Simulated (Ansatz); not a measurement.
## Electronic structure of C2H7AlSi (SMILES [CH3][Al]1[CH2][SiH2]1) in real space

```xyz
11

C    -1.2094    1.9748   -0.3978
Al   -0.1191    0.3744   -0.2153
C     0.2267   -1.1249    0.9825
Si    1.3638   -1.3919   -0.5502
H    -2.2633    1.6986   -0.5044
H    -1.1287    2.5919    0.5025
H    -0.9250    2.5812   -1.2594
H     0.8192   -0.7538    1.8309
H    -0.4176   -1.9311    1.3309
H     2.8252   -1.5493   -0.3047
H     0.8935   -2.5272   -1.3943
```

Geometry: PBE0-D4/def2-TZVP.

All numbers below come from RKS PBE0-D4/def2-TZVPP (Ansatz).

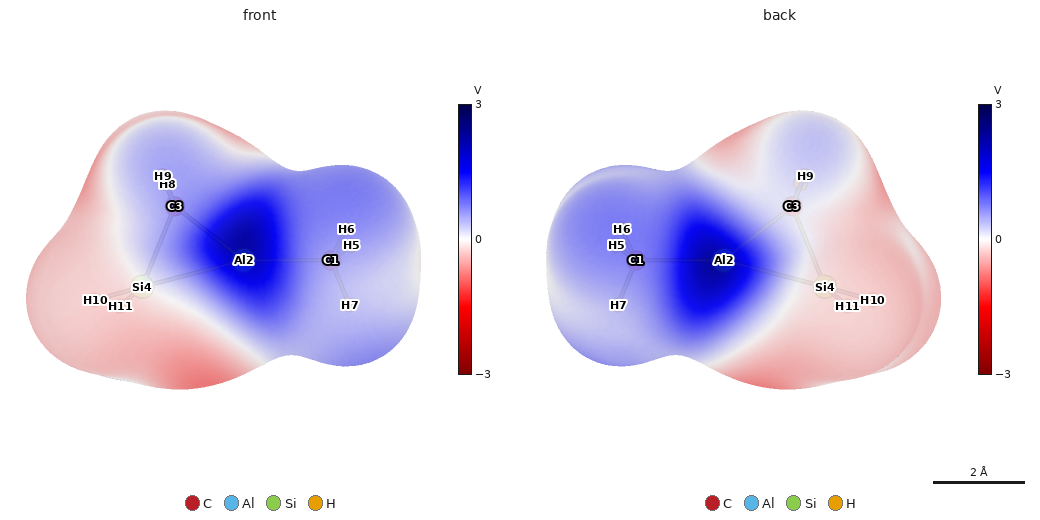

Figure 1. The electrostatic potential painted on the density surface at 0.001 e/bohr³, seen from the front and from behind; red is negative and blue positive.

### Describe the electrostatic potential map.

The most negative region (about −0.7 V) lies over H10, the most positive (about +2.2 V) over Al2.

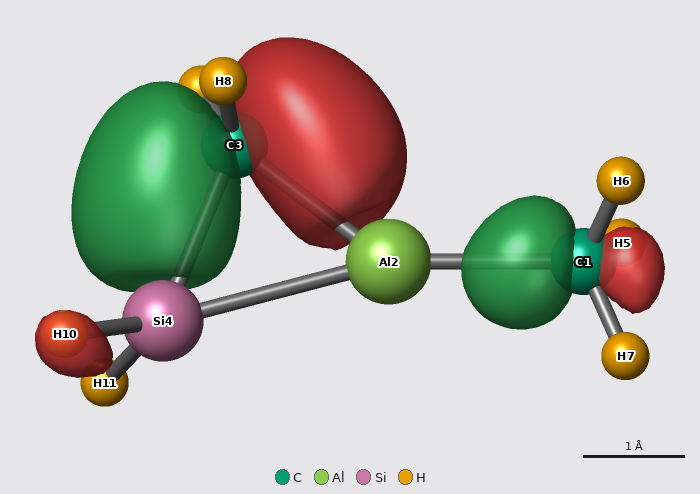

Figure 2. The HOMO−1 at ±0.15 Å⁻³ᐟ² (green and red are the two phases), seen across its widest extent.

### What is the character of this orbital?

It lies mainly on C3 (about 45 %), Si4 (about 20 %), Al2 (about 15 %) and C1 (about 10 %). Its energy is −7.10 eV.

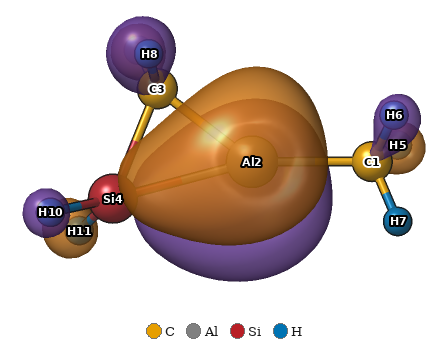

Figure 3. The LUMO at ±0.1 Å⁻³ᐟ² (orange and purple are the two phases), seen across its widest extent.

### Where does this orbital lie, and at what energy?

Its weight (Hirshfeld) is mainly on Al2 (about 60 %), Si4 (about 15 %) and C3 (about 5 %). Its energy is −1.44 eV.
